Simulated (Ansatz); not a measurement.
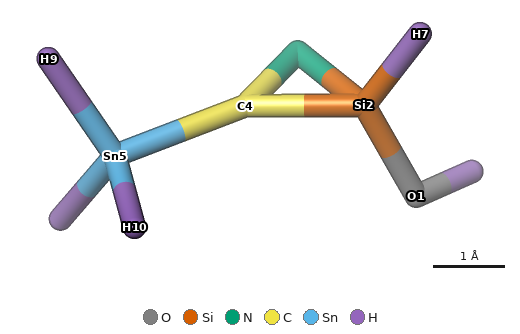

Figure 1. The input geometry (stick view, seen at a tilt; atoms are numbered from 1 in the order of the input). Sticks mark near contacts.

**CH5NOSiSn: geometry relaxation**

System: CH5NOSiSn.
Method: RKS PBE0-D4/def2-SVP (Ansatz 0.2.0).

It belongs to a series of runs on one base structure; here: end point A relaxed. Figures and captions count atoms from 1; the log counts them from 0 in places.

### The input
```yaml
crystal:
  periodic: [false, false, false]
  atoms:
    - { symbol: O, position_ang: [-1.7312, 1.784, 0.5005] }
    - { symbol: Si, position_ang: [-0.7305, 0.6816, 1.2132] }
    - { symbol: "N", position_ang: [-1.2587, -0.861, 0.8084] }
    - { symbol: C, position_ang: [-0.0193, -0.428, 0.125] }
    - { symbol: Sn, position_ang: [1.404, -0.8759, -1.3262] }
    - { symbol: H, position_ang: [-2.5886, 1.8361, 1.0588] }
    - { symbol: H, position_ang: [-0.4722, 0.7333, 2.6699] }
    - { symbol: H, position_ang: [0.6839, -1.1882, -2.8576] }
    - { symbol: H, position_ang: [2.3272, -2.2467, -0.7467] }
    - { symbol: H, position_ang: [2.4685, 0.5136, -1.4424] }
basis:
  gaussian: { orbitals: def2-SVP }
hamiltonian:
  xc: pbe0
  dispersion: d4
relax:
  f_tol: 0.015
  max_steps: 40
output:
  orbitals: {}
```

Hardware: 2 threads of AMD EPYC (Zen 3), 24 GiB of memory available, shared host.

Launched with:
```bash
ansatz run input.yaml --threads 2 --pin off --max-ram 3072MiB --backend cpu --events-out ev --progress --plain --runs-dir out
```

### The program's output
```
The last accepted step is kept in [file] (removed where the run ends without a failure and the disk answers)
Engine: ansatz 0.2.0, x86_64-unknown-linux-gnu
Functional definition: PBE0
  parameter a = 0.25
  parameter kappa = 0.804
  parameter beta = 0.06672455060314922
  exchange = (1 - a)*pbe_x(kappa = kappa, mu = beta*pi^2/3) + a*exact_x
  correlation = pbe_c(beta = beta)
1276 factors; integrals over basis functions are off by at most 3.4e-4 eV
mean field evaluation 1: about -18340.1855 eV, gradient 5.7e1 eV
mean field evaluation 2: about -18326.1797 eV, gradient 9.5e1 eV
mean field evaluation 4: about -18346.7879 eV, gradient 9.4e0 eV
mean field evaluation 8: about -18347.0001 eV, gradient 2.2e-1 eV
mean field evaluation 16: about -18347.0002 eV, gradient 2.2e-5 eV
mean field -18347.00023650 eV, -674.2398226480 hartree, gradient 2.2e-5 eV, S^2 0.000000; 0 other end points of the search recorded, 0 dependent functions left out
the calculation of the forces begins
reference -18347.00027080 eV, -674.2398239084 hartree; 31, 31 occupied and 80, 80 virtual orbitals, 1276 factors
relax step   1: F+E_penalty+E_count = -18347.21442660 eV  Δ(F+E_penalty+E_count) = +0.000e0 eV  max|allowed force component| = 4.753e0 eV/Å  Δτ_max = 0.0000 Å  (28 SCF iters, accepted)
these checks for a lower state are left out or cut short: starts, cluster_reference, orbital_swaps, neighbouring_geometries, increment
1276 factors; integrals over basis functions are off by at most 3.6e-4 eV
mean field -18348.09102857 eV, -674.2799085173 hartree, gradient 1.3e-5 eV, S^2 0.000000; 0 other end points of the search recorded, 0 dependent functions left out
the calculation of the forces begins
reference -18348.09106244 eV, -674.2799097620 hartree; 31, 31 occupied and 80, 80 virtual orbitals, 1276 factors
relax step   2: F+E_penalty+E_count = -18348.30352909 eV  Δ(F+E_penalty+E_count) = -1.089e0 eV  max|allowed force component| = 3.410e0 eV/Å  Δτ_max = 0.1948 Å  (32 SCF iters, accepted)
these checks for a lower state are left out or cut short: starts, cluster_reference, orbital_swaps, neighbouring_geometries, increment
1276 factors; integrals over basis functions are off by at most 4.5e-4 eV
mean field -18348.38497021 eV, -674.2907106732 hartree, gradient 1.2e-5 eV, S^2 0.000000; 0 other end points of the search recorded, 0 dependent functions left out
the calculation of the forces begins
reference -18348.38500439 eV, -674.2907119295 hartree; 31, 31 occupied and 80, 80 virtual orbitals, 1276 factors
relax step   3: F+E_penalty+E_count = -18348.59428667 eV  Δ(F+E_penalty+E_count) = -2.908e-1 eV  max|allowed force component| = 2.489e0 eV/Å  Δτ_max = 0.1997 Å  (32 SCF iters, accepted)
these checks for a lower state are left out or cut short: starts, cluster_reference, orbital_swaps, neighbouring_geometries, increment
1276 factors; integrals over basis functions are off by at most 4.2e-4 eV
mean field evaluation 32: about -18348.0282 eV, gradient 1.1e1 eV
mean field -18348.44669686 eV, -674.2929790858 hartree, gradient 2.0e-5 eV, S^2 0.000000; 0 other end points of the search recorded, 0 dependent functions left out
the calculation of the forces begins
reference -18348.44673141 eV, -674.2929803555 hartree; 31, 31 occupied and 80, 80 virtual orbitals, 1276 factors
relax step   4: F+E_penalty+E_count = -18348.65486626 eV  Δ(F+E_penalty+E_count) = -6.058e-2 eV  max|allowed force component| = 7.645e-1 eV/Å  Δτ_max = 0.2000 Å  (32 SCF iters, accepted)
these checks for a lower state are left out or cut short: starts, cluster_reference, orbital_swaps, neighbouring_geometries, increment
1276 factors; integrals over basis functions are off by at most 3.9e-4 eV
mean field -18348.48074191 eV, -674.2942302183 hartree, gradient 2.2e-5 eV, S^2 0.000000; 0 other end points of the search recorded, 0 dependent functions left out
the calculation of the forces begins
reference -18348.48077629 eV, -674.2942314817 hartree; 31, 31 occupied and 80, 80 virtual orbitals, 1276 factors
relax step   5: F+E_penalty+E_count = -18348.68939798 eV  Δ(F+E_penalty+E_count) = -3.453e-2 eV  max|allowed force component| = 5.081e-1 eV/Å  Δτ_max = 0.1257 Å  (31 SCF iters, accepted)
these checks for a lower state are left out or cut short: starts, cluster_reference, orbital_swaps, neighbouring_geometries, increment
1276 factors; integrals over basis functions are off by at most 3.9e-4 eV
mean field -18348.48972038 eV, -674.2945601709 hartree, gradient 2.5e-5 eV, S^2 0.000000; 0 other end points of the search recorded, 0 dependent functions left out
the calculation of the forces begins
reference -18348.48975474 eV, -674.2945614337 hartree; 31, 31 occupied and 80, 80 virtual orbitals, 1276 factors
relax step   6: F+E_penalty+E_count = -18348.69853320 eV  Δ(F+E_penalty+E_count) = -9.135e-3 eV  max|allowed force component| = 8.010e-2 eV/Å  Δτ_max = 0.0776 Å  (34 SCF iters, accepted)
these checks for a lower state are left out or cut short: starts, cluster_reference, orbital_swaps, neighbouring_geometries, increment
1276 factors; integrals over basis functions are off by at most 3.9e-4 eV
mean field -18348.49140563 eV, -674.2946221028 hartree, gradient 2.3e-5 eV, S^2 0.000000; 0 other end points of the search recorded, 0 dependent functions left out
the calculation of the forces begins
reference -18348.49143999 eV, -674.2946233653 hartree; 31, 31 occupied and 80, 80 virtual orbitals, 1276 factors
relax step   7: F+E_penalty+E_count = -18348.70019534 eV  Δ(F+E_penalty+E_count) = -1.662e-3 eV  max|allowed force component| = 5.119e-2 eV/Å  Δτ_max = 0.0305 Å  (33 SCF iters, accepted)
these checks for a lower state are left out or cut short: starts, cluster_reference, orbital_swaps, neighbouring_geometries, increment
1276 factors; integrals over basis functions are off by at most 3.9e-4 eV
mean field evaluation 64: about -18348.4917 eV, gradient 1.6e-5 eV
mean field -18348.49170930 eV, -674.2946332624 hartree, gradient 1.6e-5 eV, S^2 0.000000; 0 other end points of the search recorded, 0 dependent functions left out
the calculation of the forces begins
reference -18348.49174367 eV, -674.2946345253 hartree; 31, 31 occupied and 80, 80 virtual orbitals, 1276 factors
relax step   8: F+E_penalty+E_count = -18348.70046697 eV  Δ(F+E_penalty+E_count) = -2.716e-4 eV  max|allowed force component| = 2.264e-2 eV/Å  Δτ_max = 0.0073 Å  (26 SCF iters, accepted)
these checks for a lower state are left out or cut short: starts, cluster_reference, orbital_swaps, neighbouring_geometries, increment
1276 factors; integrals over basis functions are off by at most 3.8e-4 eV
mean field -18348.49181609 eV, -674.2946371868 hartree, gradient 1.2e-5 eV, S^2 0.000000; 0 other end points of the search recorded, 0 dependent functions left out
the calculation of the forces begins
reference -18348.49185046 eV, -674.2946384499 hartree; 31, 31 occupied and 80, 80 virtual orbitals, 1276 factors
relax step   9: F+E_penalty+E_count = -18348.70057546 eV  Δ(F+E_penalty+E_count) = -1.085e-4 eV  max|allowed force component| = 7.962e-3 eV/Å  Δτ_max = 0.0034 Å  (27 SCF iters, accepted)
```

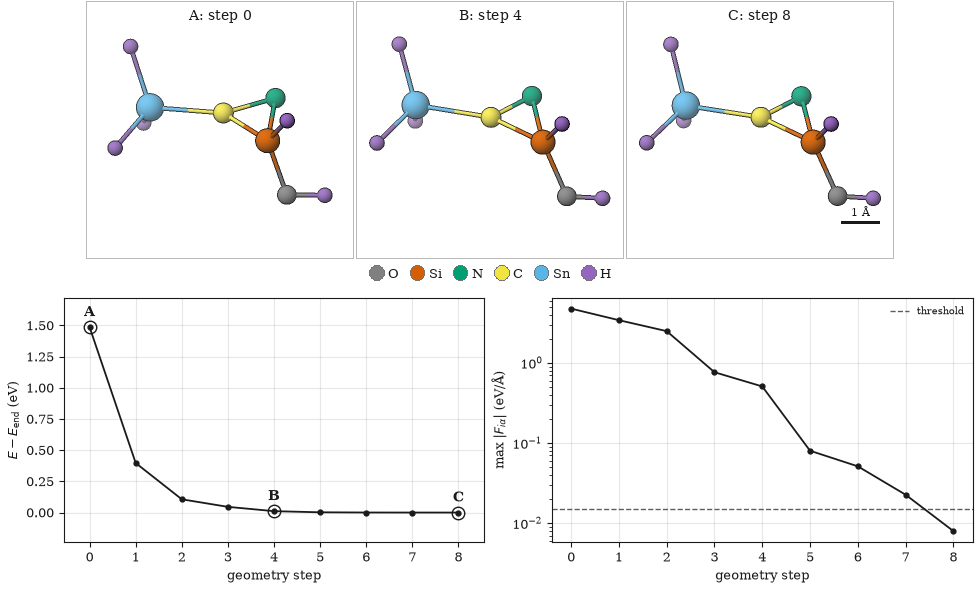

Figure 2. Frames of the relaxation (ball-and-stick view, seen at a tilt) above the curves, on which the letters mark them (the first geometry is step 0 here and step 1 in the log).

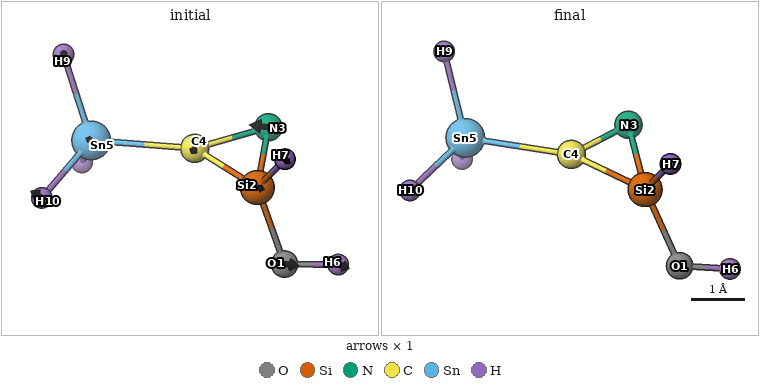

Figure 3. Before (left) and after (right) the relaxation, at one scale (ball-and-stick view, seen at a tilt). The black arrows give the displacements, at true length. The largest move after the best rigid fit is that of N3, 0.39 Å. By element the largest moves are N 0.39 Å, O 0.31 Å, H 0.28 Å, Si 0.16 Å, C 0.15 Å, Sn 0.12 Å. Distances before and after: N3–C4 1.480 → 1.288 Å, Si2–N3 1.680 → 1.795 Å, C4–Sn5 2.081 → 2.167 Å, Si2–C4 1.709 → 1.786 Å. Among the angles that change: N3–C4–Sn5 146.3° → 128.8°, Si2–C4–Sn5 150.2° → 161.8°, O1–Si2–N3 108.6° → 119.4°. After 8 geometry steps the energy has fallen by 1.486 eV. Largest force component: 4.8 eV/Å at the start, 0.008 eV/Å at the end. (Atoms are counted from 1 in the order of the input.)

```
1276 factors; integrals over basis functions are off by at most 3.8e-4 eV
mean field -18348.49181609 eV, -674.2946371868 hartree, gradient 1.2e-5 eV, S^2 0.000000; 1 other end points of the search recorded, 0 dependent functions left out
the calculation of the forces begins
reference -18348.49185046 eV, -674.2946384499 hartree; 31, 31 occupied and 80, 80 virtual orbitals, 1276 factors
Total energy: -18348.70060983 eV, -674.3023102153 hartree
Atom 0 at    -1.928561     1.869974     0.727218 Å, force    -0.005899    -0.007837     0.007962 eV/Å
Atom 1 at    -0.873582     0.712977     1.260372 Å, force    -0.001557    -0.002646    -0.004656 eV/Å
Atom 2 at    -0.960353    -0.942982     0.573143 Å, force    -0.002505    -0.003524     0.003859 eV/Å
Atom 3 at     0.049905    -0.292714     0.109342 Å, force     0.004424     0.004599    -0.005975 eV/Å
Atom 4 at     1.511253    -0.921231    -1.362307 Å, force    -0.000149     0.001092    -0.001345 eV/Å
Atom 5 at    -2.772061     1.940133     1.185478 Å, force     0.005233     0.006776    -0.005310 eV/Å
Atom 6 at    -0.571058     0.824370     2.701244 Å, force     0.000817     0.002068     0.004615 eV/Å
Atom 7 at     0.694147    -1.247728    -2.829507 Å, force    -0.000189    -0.000216    -0.002869 eV/Å
Atom 8 at     2.286040    -2.334439    -0.786270 Å, force    -0.000586     0.000309     0.002368 eV/Å
Atom 9 at     2.647370     0.340440    -1.575813 Å, force     0.000410    -0.000622     0.001351 eV/Å
Dipole moment:    -0.029665     0.250502     0.192828 e Å
```

### Trajectory as extended XYZ (Å, eV, eV/Å), 9 frames, from step=1 to step=9
```
10
Properties=species:S:1:pos:R:3:forces:R:3 step=1 energy=-18347.21443
O    -1.7312    1.7840    0.5005   -2.2009   1.0119   1.9041
Si   -0.7305    0.6816    1.2132   -0.7812   2.6423   2.0075
N    -1.2587   -0.8610    0.8084    4.7526  -1.4177  -3.9971
C    -0.0193   -0.4280    0.1250   -4.3544  -2.4564   2.1706
Sn    1.4040   -0.8759   -1.3262    1.0089  -0.5836  -0.5808
H    -2.5886    1.8361    1.0588    1.9808   0.1344  -1.5359
H    -0.4722    0.7333    2.6699    0.1937   0.7028   0.0214
H     0.6839   -1.1882   -2.8576    0.0531   0.0039   0.1659
H     2.3272   -2.2467   -0.7467   -0.2528   0.3726  -0.2351
H     2.4685    0.5136   -1.4424   -0.3997  -0.4103   0.0793
10
Properties=species:S:1:pos:R:3:forces:R:3 step=2 energy=-18348.30353
O    -1.7525    1.8420    0.5755   -0.8996   0.1917   1.0952
Si   -0.8131    0.6603    1.2689   -0.2966   1.0856   0.6189
N    -1.1557   -0.9363    0.6612    3.4097   0.4533  -1.9105
C     0.0059   -0.3901    0.1436   -2.9107  -2.0182   1.0691
Sn    1.4452   -0.9174   -1.3387   -0.1995   0.0091  -0.1183
H    -2.6171    1.8805    1.0427    0.6797   0.2470  -0.6013
H    -0.4655    0.7975    2.7065   -0.1332   0.2317  -0.1256
H     0.6898   -1.2135   -2.8389   -0.0279  -0.0627  -0.0193
H     2.3287   -2.2414   -0.7816    0.1849  -0.2900   0.0515
H     2.4172    0.4673   -1.4364    0.1931   0.1525  -0.0596
10
Properties=species:S:1:pos:R:3:forces:R:3 step=3 energy=-18348.59429
O    -1.8807    1.8913    0.6896    0.5933  -0.4891   0.1582
Si   -0.8792    0.6877    1.2814   -0.0207   0.4517  -0.4395
N    -0.9960   -0.9583    0.5434   -2.4865  -1.3835   1.2483
C    -0.0124   -0.3397    0.1056    2.4890   1.3390  -0.9247
Sn    1.4819   -0.9360   -1.3482    0.0642   0.1693  -0.0937
H    -2.7037    1.9360    1.1703   -0.5545   0.1866   0.1565
H    -0.5375    0.8615    2.7114   -0.0793  -0.1619  -0.0877
H     0.7085   -1.2755   -2.8317   -0.0242   0.0027  -0.0620
H     2.3462   -2.3072   -0.8238    0.0119  -0.1100   0.0942
H     2.5561    0.3890   -1.4950    0.0070  -0.0047  -0.0497
10
Properties=species:S:1:pos:R:3:forces:R:3 step=4 energy=-18348.65487
O    -1.9130    1.8720    0.7374   -0.1681   0.3293  -0.2275
Si   -0.8598    0.7334    1.2776    0.0601  -0.6808   0.2952
N    -0.9585   -0.9193    0.5371    0.7645   0.6373   0.1154
C     0.1295   -0.2982    0.1910   -0.7618  -0.2227  -0.2871
Sn    1.5303   -0.9222   -1.3740   -0.0375   0.0693   0.3162
H    -2.7845    1.9328    1.1443    0.1255  -0.0528  -0.0172
H    -0.6753    0.8160    2.7508    0.0467  -0.0615  -0.1762
H     0.6338   -1.2464   -2.7918   -0.0321   0.0160  -0.0048
H     2.3070   -2.3443   -0.8260    0.0280  -0.0157  -0.0163
H     2.6737    0.3250   -1.6436   -0.0253  -0.0183   0.0022
10
Properties=species:S:1:pos:R:3:forces:R:3 step=5 energy=-18348.68940
O    -1.9132    1.8758    0.7153   -0.0471  -0.0079   0.0708
Si   -0.8659    0.7172    1.2631   -0.0303  -0.1525  -0.1034
N    -0.9711   -0.9476    0.5833    0.5081   0.4188  -0.2478
C     0.0429   -0.2960    0.0998   -0.3983  -0.3181   0.4629
Sn    1.5224   -0.9304   -1.3521   -0.1121   0.0448  -0.0568
H    -2.7623    1.9345    1.1666    0.0269   0.0279  -0.0315
H    -0.5925    0.8243    2.7149    0.0288   0.0020  -0.0899
H     0.6604   -1.2291   -2.7991    0.0440  -0.0356  -0.0390
H     2.3221   -2.3445   -0.8126   -0.0359   0.0177   0.0230
H     2.6401    0.3444   -1.5763    0.0158   0.0029   0.0117
10
Properties=species:S:1:pos:R:3:forces:R:3 step=6 energy=-18348.69853
O    -1.9149    1.8727    0.7194    0.0180  -0.0736   0.0724
Si   -0.8685    0.7116    1.2689    0.0004  -0.0200  -0.0801
N    -0.9619   -0.9491    0.5840    0.0075   0.0645   0.0075
C     0.0459   -0.2999    0.1133   -0.0373   0.0162   0.0235
Sn    1.5020   -0.9164   -1.3671    0.0075  -0.0402  -0.0257
H    -2.7603    1.9335    1.1754   -0.0224   0.0363  -0.0137
H    -0.5743    0.8288    2.7126    0.0040  -0.0059  -0.0334
H     0.7124   -1.2564   -2.8499   -0.0084   0.0242   0.0481
H     2.2719   -2.3287   -0.7829    0.0220  -0.0004  -0.0007
H     2.6308    0.3528   -1.5708    0.0086  -0.0009   0.0020
10
Properties=species:S:1:pos:R:3:forces:R:3 step=7 energy=-18348.70020
O    -1.9217    1.8716    0.7233   -0.0086  -0.0229   0.0367
Si   -0.8702    0.7130    1.2629   -0.0115  -0.0361  -0.0394
N    -0.9641   -0.9446    0.5732    0.0259   0.0512   0.0169
C     0.0494   -0.2974    0.1117   -0.0196   0.0007   0.0024
Sn    1.5083   -0.9210   -1.3648    0.0045  -0.0069   0.0186
H    -2.7669    1.9357    1.1800    0.0079   0.0177  -0.0170
H    -0.5740    0.8258    2.7055    0.0032  -0.0053  -0.0078
H     0.6897   -1.2468   -2.8319    0.0079  -0.0009   0.0063
H     2.2891   -2.3298   -0.7844   -0.0070  -0.0013  -0.0102
H     2.6436    0.3422   -1.5727   -0.0028   0.0038  -0.0064
10
Properties=species:S:1:pos:R:3:forces:R:3 step=8 energy=-18348.70047
O    -1.9262    1.8712    0.7260   -0.0088  -0.0104   0.0192
Si   -0.8722    0.7138    1.2614   -0.0097  -0.0202  -0.0197
N    -0.9623   -0.9425    0.5724    0.0170   0.0226   0.0084
C     0.0503   -0.2939    0.1110   -0.0068  -0.0040  -0.0004
Sn    1.5116   -0.9214   -1.3616   -0.0005   0.0003   0.0044
H    -2.7707    1.9381    1.1832    0.0097   0.0104  -0.0115
H    -0.5734    0.8245    2.7031    0.0025   0.0000   0.0028
H     0.6928   -1.2477   -2.8273   -0.0036  -0.0011  -0.0096
H     2.2877   -2.3355   -0.7888   -0.0008   0.0058   0.0033
H     2.6454    0.3423   -1.5764    0.0011  -0.0034   0.0032
10
Properties=species:S:1:pos:R:3:forces:R:3 step=9 energy=-18348.70057
O    -1.9286    1.8700    0.7272   -0.0059  -0.0078   0.0080
Si   -0.8736    0.7130    1.2604   -0.0016  -0.0026  -0.0047
N    -0.9604   -0.9430    0.5731   -0.0025  -0.0035   0.0039
C     0.0499   -0.2927    0.1093    0.0044   0.0046  -0.0060
Sn    1.5113   -0.9212   -1.3623   -0.0001   0.0011  -0.0013
H    -2.7721    1.9401    1.1855    0.0052   0.0068  -0.0053
H    -0.5711    0.8244    2.7012    0.0008   0.0021   0.0046
H     0.6941   -1.2477   -2.8295   -0.0002  -0.0002  -0.0029
H     2.2860   -2.3344   -0.7863   -0.0006   0.0003   0.0024
H     2.6474    0.3404   -1.5758    0.0004  -0.0006   0.0014
```

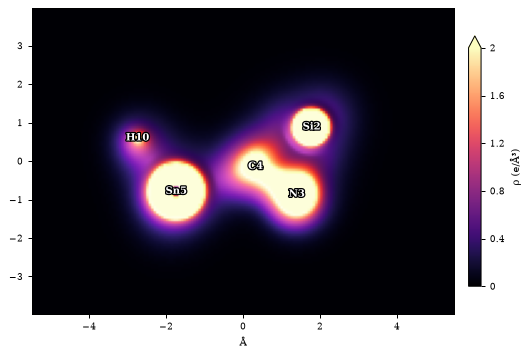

Figure 4. Total electron density on the plane of atoms C4, Sn5 and H10. Atoms in the plane: Si, N, C, Sn and H. C–Si (1.79 Å): ρ is about 0.91 e/Å³ halfway. Si–N (1.79 Å): ρ at the midpoint is about 0.95 e/Å³. C–Sn (2.17 Å): ρ at the midpoint is about 0.64 e/Å³.

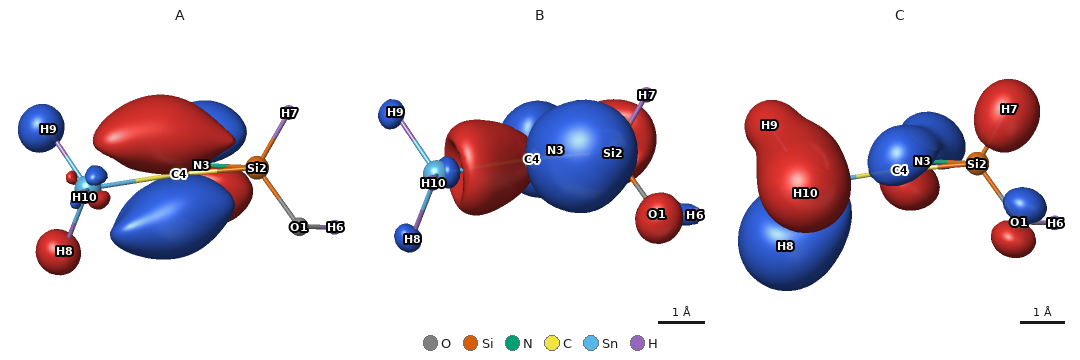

Figure 5. Three frontier orbitals at ±0.1 Å⁻³ᐟ² (red and blue are the two phases). C is the HOMO−1 (−9.00 eV). It lies mainly on Sn5 (30 %), H8 (20 %), H10 (15 %) and N3 (10 %). B is the HOMO (−5.97 eV). By Hirshfeld shares it lies mainly on N3 (35 %), Si2 (25 %), C4 (20 %) and Sn5 (10 %). A is the LUMO (−0.88 eV). By Hirshfeld shares it lies mainly on N3 (35 %), C4 (35 %), Sn5 (15 %) and Si2 (10 %); π-antibonding (π*) across N3–C4. The HOMO–LUMO gap is 5.09 eV between the orbital energies.

### Results in brief

```csv
quantity,value
outcome,converged
total energy,−18348.7006 eV
mean-field energy,−18348.4919 eV
largest force (length of the vector) at the end,0.013 eV/Å
wall time,34 s (CPU time 64 s)
peak memory,0.29 GiB
```
